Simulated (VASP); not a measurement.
Band structure of Sc (hcp). These are RPBE GGA, VASP's PBE PAW potentials (set 64) (plane waves; VASP 6.6.1) values and carry that method's errors.

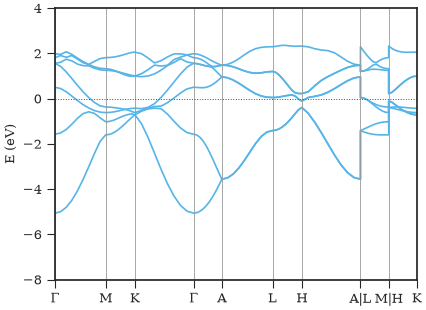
Bands along high-symmetry lines, zero at the valence-band maximum or, without a gap, the Fermi level

Task: Read the plot: is there a gap, and where are the band edges?

Result: It has no gap at this level: it comes out as a metal or semimetal. (Edges off the drawn lines would not show.)

The compound is Sc in the hcp structure. It was relaxed first.
